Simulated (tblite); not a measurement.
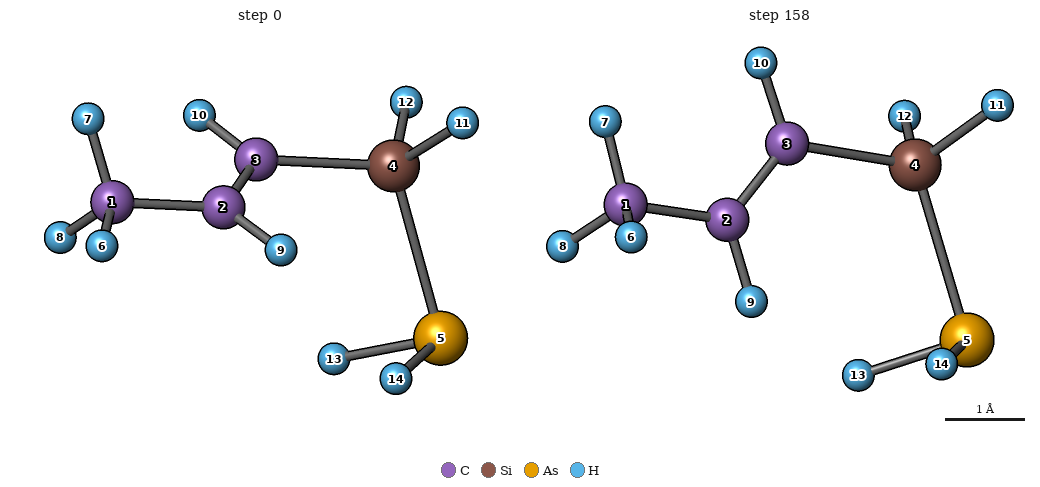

The structure of C₃H₉AsSi before (left) and after (right) a relaxation, at one scale.

The picture is a ball-and-stick view, seen at a tilt.

Theory: GFN2-xTB geometry optimisation, gas phase (tblite 0.8.0). 

### What changed between the two?

Over 158 geometry steps the energy falls by 0.255 eV. The atom that moves furthest after the best rigid fit is H9 (1.41 Å). By element the largest moves are H 1.41 Å, C 0.44 Å, As 0.17 Å, Si 0.08 Å. Near-neighbour distances that change, for instance: As5–H13 1.566 → 1.502 Å, As5–H14 1.565 → 1.502 Å, C3–Si4 1.832 → 1.884 Å, C1–H6 1.113 → 1.090 Å. Bond angles that change, for instance: C3–Si4–As5 110.3° → 115.2°, C1–C2–H9 119.3° → 114.7°, C1–C2–C3 121.8° → 125.6°. Groups turn about C3–Si4 by about 65°, C1–C2 by about 60°.
